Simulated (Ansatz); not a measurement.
# CHBSi (triplet): the correlation ladder, cc-pVDZ

Aim: climb from Hartree-Fock through coupled cluster and multireference methods for CHBSi (triplet) at one geometry and basis, and see what each rung misses.

Method: cc-pVDZ, core rule «outside noble gas», up to 7 orbitals frozen; program: Ansatz 0.2.0, Gaussian basis.

Plan: UHF; CCSD(T) on ROHF; CCSD(T) on UHF; BCCD(T) on ROHF; CISD; CCSDT(Q) on ROHF; CCSDT(Q) on UHF; CASSCF and NEVPT2, 10 electrons in 10 orbitals.

18 further runs of the same task are left out: 5 that didn't finish, 13 set aside as unsound or not needed.

### 1 What is computed

The geometry is a PBE0/def2-TZVP stationary point (not a proven minimum).

4 atoms, charge 0, spin multiplicity 3.

Atoms are counted from 1 here; the program's logs count them from 0.

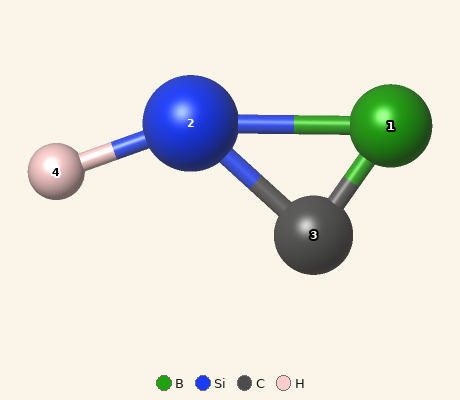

The geometry (boron green, silicon blue, carbon dark grey, hydrogen pink); atoms are numbered from 1 in the order of the file.

Coordinates:

```xyz
4

B     0.00000   -0.54212    1.31164
Si    0.00000   -0.13746   -0.75272
C     0.00000    0.75487    0.75049
H     0.00000    0.64988   -2.03742
```

### 2 UHF

in.yaml reads:

```yaml
crystal:
  periodic: [false, false, false]
  atoms:
    - {symbol: B, position_ang: [0.000000, -0.542119, 1.311636]}
    - {symbol: Si, position_ang: [0.000000, -0.137461, -0.752718]}
    - {symbol: C, position_ang: [0.000000, 0.754866, 0.750494]}
    - {symbol: H, position_ang: [0.000000, 0.649881, -2.037416]}
basis:
  gaussian: {orbitals: cc-pVDZ}
magnetization: {spin_polarized: true, initial_magnetization: 2}
hamiltonian: {xc: hf}
output: {orbitals: {seedname: orbitals}}
```

Started as:

```
ansatz run in.yaml --threads 1 --pin off --events-out ev --progress --plain --max-ram 2393MiB
```

The runs that follow: CCSD(T) on ROHF; CCSD(T) on UHF; BCCD(T) on ROHF; CISD; CCSDT(Q) on ROHF; CCSDT(Q) on UHF; CASSCF and NEVPT2, 10 electrons in 10 orbitals.

**Question.** What will the summary of the whole plan be? Wanted: UCCSDT(Q) from the RHF energy; RMP2 from UCCSDT(Q); UMP2 from UCCSDT(Q); RCCSD from UCCSDT(Q); RCCSD(T) from UCCSDT(Q); UCCSD(T) from UCCSDT(Q); RCCSDT(Q) from UCCSDT(Q); NEVPT2 frontier from UCCSDT(Q); T1 diagnostic.

**Answer**, as computed:

| quantity | value |
| --- | --- |
| UCCSDT(Q) from the ROHF energy | -8.6824 eV |
| RMP2 from UCCSDT(Q) | +1142.1 meV |
| UMP2 from UCCSDT(Q) | +1429.7 meV |
| RCCSD from UCCSDT(Q) | +587.4 meV |
| RCCSD(T) from UCCSDT(Q) | +85.5 meV |
| UCCSD(T) from UCCSDT(Q) | +96.3 meV |
| RCCSDT(Q) from UCCSDT(Q) | +5.1 meV |
| NEVPT2 frontier from UCCSDT(Q) | +1307.3 meV |
| levels within 1 kcal/mol (43 meV) | RCCSDT(Q) |
| T1 diagnostic | 0.035 |

RCCSD(T) misses by +85.5 meV, 1.0 % of the correlation energy. These misses are within one basis, not against nature; the frozen cores of restricted and unrestricted runs differ, which can shift their rows.

With open shells the CI space here admits some triples and quadruples, so it is larger than plain CISD.
